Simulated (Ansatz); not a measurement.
A series of calculations on CH₉NSeSi₂

## 1. Relaxation

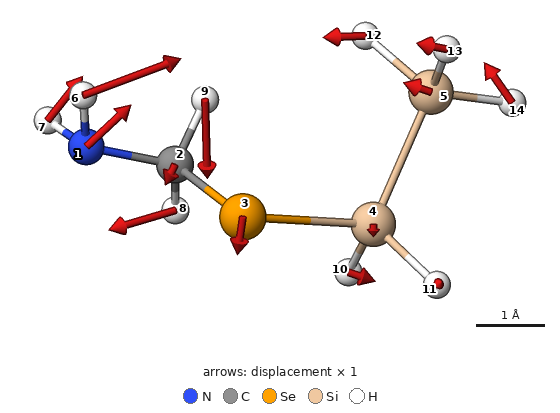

This is a relaxation of CH$_{9}$NSeSi$_{2}$. The starting structure is drawn; red arrows show the displacements, at their true length. The two geometries are superimposed by the best rigid fit.

A ball-and-stick model, seen face on.

The run prepares an end point of a later path (torsion) calculation, from a guessed geometry.

Method: Ansatz, RKS PBE0-D4/def2-SVP.

Input
```yaml
crystal:
  periodic: [false, false, false]
  atoms:
    - { symbol: "N", position_ang: [-1.305, 2.1517, 1.4602] }
    - { symbol: C, position_ang: [-0.9914, 1.0802, 0.5829] }
    - { symbol: Se, position_ang: [-0.5273, -0.4537, 1.6616] }
    - { symbol: Si, position_ang: [-0.0528, -1.7509, -0.1665] }
    - { symbol: Si, position_ang: [1.7487, -1.118, -1.2084] }
    - { symbol: H, position_ang: [-0.4936, 2.5193, 1.9568] }
    - { symbol: H, position_ang: [-1.6114, 2.9967, 0.8393] }
    - { symbol: H, position_ang: [-1.8174, 0.829, -0.0606] }
    - { symbol: H, position_ang: [-0.1293, 1.3888, -0.0242] }
    - { symbol: H, position_ang: [-1.2617, -1.649, -1.065] }
    - { symbol: H, position_ang: [0.0112, -3.1613, 0.2821] }
    - { symbol: H, position_ang: [1.6148, 0.2806, -1.6479] }
    - { symbol: H, position_ang: [2.822, -1.1599, -0.262] }
    - { symbol: H, position_ang: [1.9802, -1.9827, -2.3195] }
basis:
  gaussian: { orbitals: def2-SVP }
hamiltonian:
  xc: pbe0
  dispersion: d4
relax:
  f_tol: 0.015
  max_steps: 40
```

Run as
```bash
ansatz run input.yaml --threads 2 --pin off --max-ram 3072MiB --backend cpu --events-out ev --progress --plain --runs-dir out
```

Atoms of which element are displaced furthest, and by how much?

Answer. Hydrogen: up to 1.64 Å, against 0.92 Å for nitrogen.

Describe the change and its energy.

Answer. The atom that moves furthest after the best rigid fit is H6 (1.64 Å). By element the largest moves are H 1.64 Å, N 0.92 Å, Se 0.63 Å, Si 0.48 Å, C 0.36 Å. Among the contacts that change: Si4–Si5 2.175 → 2.346 Å, N1–H7 1.092 → 1.018 Å, Si5–H13 1.432 → 1.495 Å, C2–Se3 1.932 → 1.985 Å. Among the angles between lasting bonds that change: N1–C2–H9 107.6° → 117.0°, Se3–Si4–H10 105.7° → 112.3°, H6–N1–H7 102.8° → 108.4°. Groups turn about C2–Se3 by about 70°. The energy falls by 14.3 kcal/mol in 28 accepted moves (31 points after the start). The largest force component goes from 2.9 to 0.011 eV/Å. The line search rejected the trial steps at points 10, 16, 20 of the run.

## 2. Relaxation

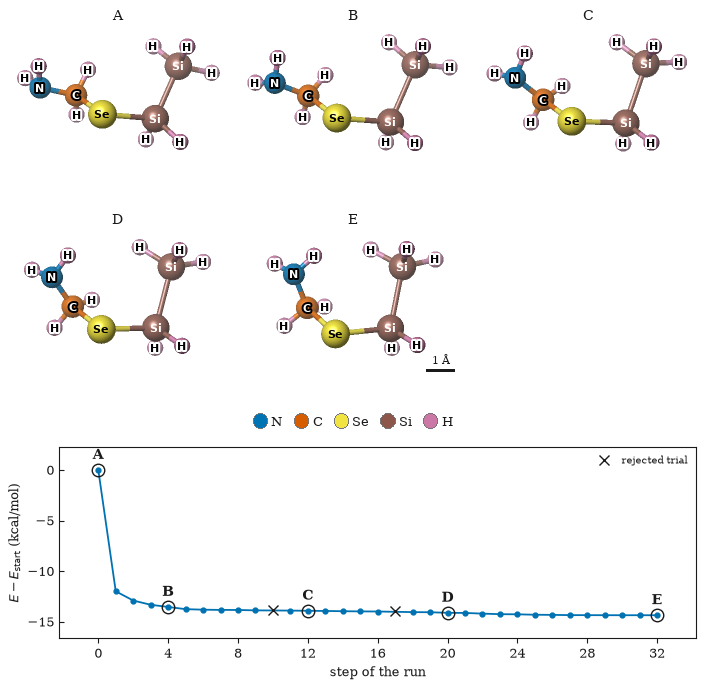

Frames of a relaxation of CH$_{9}$NSeSi$_{2}$, marked on the history of the run. Style: ball-and-stick. Shown at a tilt.

The run prepares an end point of a later path (torsion) calculation, from a guessed geometry.

The calculation used Ansatz, RKS PBE0-D4/def2-SVP. Set-up: no spin polarisation; force threshold 0.015 eV/Å; at most 40 steps.

Describe the path.

After 30 accepted moves (32 points after the start) the energy has fallen by 14.4 kcal/mol. The largest force component goes from 2.9 to 0.0072 eV/Å. The line search rejected the trial steps at points 10, 17 of the run. The largest move after the best rigid fit is that of an H atom, 1.67 Å. Largest moves by element: H 1.67 Å, N 0.94 Å, Se 0.62 Å, Si 0.46 Å, C 0.36 Å. Some distances before and after: Si–Si 2.175 → 2.345 Å, H–N 1.092 → 1.018 Å, H–Si 1.432 → 1.497 Å, C–Se 1.932 → 1.984 Å. Bond angles that change, for instance: N–C–H 107.6° → 117.0°, Se–Si–H 105.7° → 112.2°, Si–Si–H 107.2° → 113.3°. Groups turn about C–Se by about 70°. From step 0 to 4: an H atom moves most (0.38 Å), energy −13.5 kcal/mol. From step 4 to 12: an H atom moves most (0.49 Å), energy −0.38 kcal/mol. From step 12 to 20: an H atom moves most (0.51 Å), energy −0.20 kcal/mol. From step 20 to 32: an H atom moves most (0.41 Å), energy −0.24 kcal/mol.

| step | E − E(0), kcal/mol | largest force component, eV/Å | note |
| --- | --- | --- | --- |
| 0 | 0.00 | 2.9407 |  |
| 1 | -11.99 | 0.8325 |  |
| 2 | -12.90 | 0.2961 |  |
| 3 | -13.32 | 0.2599 |  |
| 4 | -13.54 | 0.2023 |  |
| 5 | -13.76 | 0.0943 |  |
| 6 | -13.81 | 0.0535 |  |
| 7 | -13.83 | 0.1170 |  |
| 8 | -13.84 | 0.2679 |  |
| 9 | -13.88 | 0.0785 |  |
| 10 | -13.86 | 0.2459 | rejected |
| 11 | -13.90 | 0.0267 |  |
| 12 | -13.92 | 0.1462 |  |
| 13 | -13.93 | 0.1431 |  |
| 15 | -13.98 | 0.1326 |  |
| 16 | -13.99 | 0.1806 |  |
| 17 | -13.97 | 0.2410 | rejected |
| 18 | -14.05 | 0.1305 |  |
| 19 | -14.06 | 0.1057 |  |
| 20 | -14.12 | 0.1139 |  |
| 22 | -14.20 | 0.1384 |  |
| 23 | -14.25 | 0.0555 |  |
| 24 | -14.27 | 0.0805 |  |
| 25 | -14.31 | 0.0779 |  |
| 26 | -14.32 | 0.0880 |  |
| 27 | -14.35 | 0.0434 |  |
| 29 | -14.35 | 0.0151 |  |
| 30 | -14.36 | 0.0271 |  |
| 31 | -14.36 | 0.0197 |  |
| 32 | -14.36 | 0.0072 |  |

## 3. Path

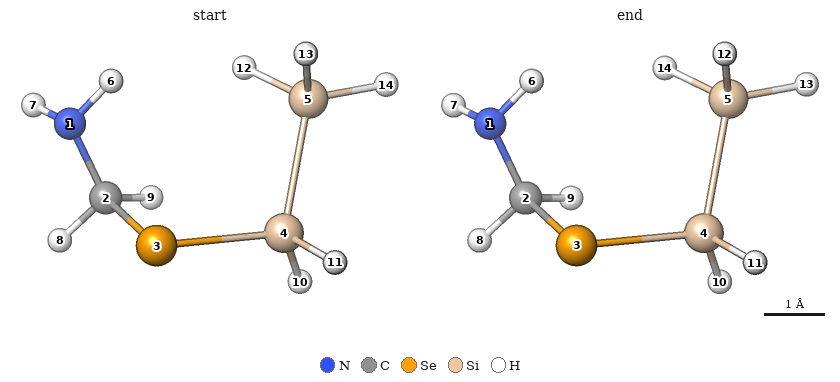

The two relaxed end points of a path for CH9NSeSi2. Style: ball-and-stick. Shown at a tilt.

Level of theory: Ansatz 0.2.0, RKS PBE0-D4/def2-SVP.

Settings: 7 movable images; climbing image; force threshold 0.03 eV/Å; iteration limit 60.

Start:
```xyz
14

N    -0.4854    2.0064    1.1264
C    -1.3611    1.0103    0.5963
Se   -1.1254   -0.7154    1.5478
Si   -0.2126   -1.8610   -0.1995
Si    1.7215   -0.7300   -0.8938
H     0.4841    1.8336    0.8708
H    -0.7440    2.9351    0.7990
H    -2.4062    1.2992    0.7802
H    -1.2713    0.7859   -0.4859
H    -1.1701   -2.0099   -1.3424
H     0.1260   -3.2198    0.3221
H     1.3823    0.7144   -1.1136
H     2.7528   -0.8054    0.1863
H     2.2965   -1.2726   -2.1651
```

End:
```xyz
14

N    -0.5826    2.0781    0.9259
C    -1.4120    1.0155    0.4529
Se   -1.1696   -0.6152    1.5575
Si   -0.1547   -1.8772   -0.0479
Si    1.7773   -0.7519   -0.7560
H     0.3993    1.9130    0.7171
H    -0.8544    2.9677    0.5122
H    -2.4701    1.2897    0.5738
H    -1.2751    0.7025   -0.6020
H    -1.0604   -2.1477   -1.2103
H     0.1961   -3.1774    0.5996
H     2.7540   -0.6908    0.3743
H     2.4325   -1.3886   -1.9415
H     1.4067    0.6531   -1.1266
```

> What barrier does the band find between them, and by what path?

The two ends have the same energy, and the highest point, image 4, lies 4.97 kJ/mol above the start. The motion is a rotation about the Si4–Si5 bond by about 120°. No bond forms or breaks between the ends. The band converged in 38 iterations. The largest component of the band force went from 8 to 0.022 eV/Å. The climbing image converged on the top of the path. Its vibrational analysis gives one imaginary mode (83i cm⁻¹), as a transition state must have.

Energies of the converged images:

```tsv
image	path (Å)	E (kJ/mol)
0	0.00	0.00
1	0.72	0.71
2	1.45	2.25
3	2.18	4.12
4	2.90	4.97
5	3.93	4.13
6	4.97	2.94
7	6.00	1.30
8	7.03	0.00
```

The geometry at the top of the path:

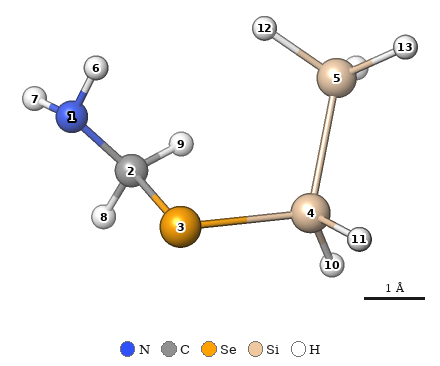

Cost: 7.7 min on 2 threads of AMD EPYC 9R45 96-Core Processor (Zen 5), on a shared host, peak memory 0.49 GiB.
